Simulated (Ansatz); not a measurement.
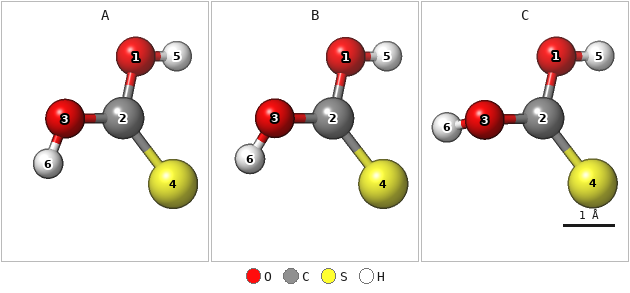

3 geometries from a converged minimum-energy path of CH$_{2}$O$_{2}$S, shuffled. A ball-and-stick model, seen at a tilt.

All numbers below come from RHF/def2-SVP in Ansatz 0.2.0. Settings: 9 movable images; climbing image; force threshold 0.05 eV/Å; iteration limit 60; starting path by image-dependent pair potential.

**Which frame is the top of the path?**

C. In order along the path, whose images run from 0 to 10: C (image 5, +0.41 eV), B (image 8, +0.06 eV), A (image 9, −0.09 eV). The motion is a rotation about the C2–O3 bond by about 180°. No bond forms or breaks between the ends.
